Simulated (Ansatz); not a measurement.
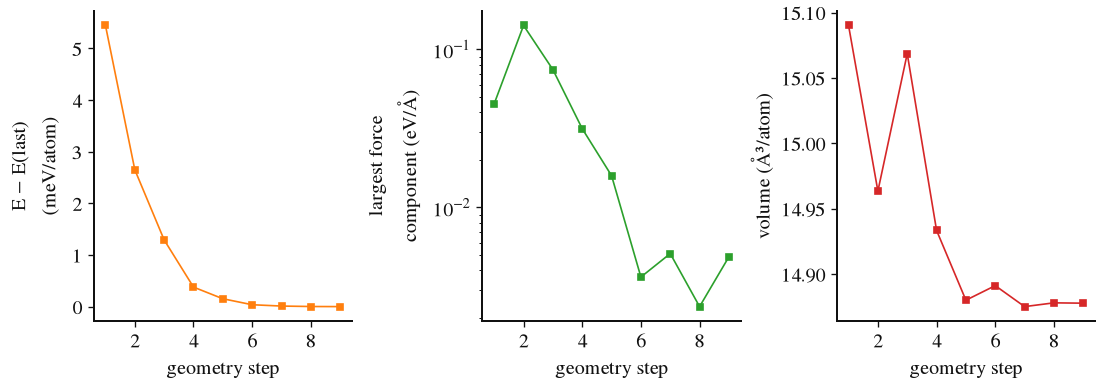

History of a geometry optimisation. Atoms and cell relax. A closing SCF on a freshly chosen basis isn't drawn.

CaScB$_{2}$ (P4mm, 4 atoms in the cell); Ansatz, DFT PBE, scalar-relativistic, plane waves, PAW; cutoff 420 eV, 10×10×14 k-mesh, Gaussian smearing of 0.1 eV.

**How did it end, and what did it gain?**

The optimisation met its thresholds at geometry 9, counting the start as the first. The energy fell by about 5.4 meV/atom from the first step to the last. The largest force component goes from about 0.045 eV/Å at the start to 5 × 10⁻³ eV/Å at the end, with a peak of 0.14 eV/Å at step 2.

**Was the starting cell too large or too small?**

The volume shrinks from 15.09 to 14.88 Å³ per atom (−1.4 %). The start was expanded.

**By which step was nine tenths of the energy gained?**

By step 4 of 9.
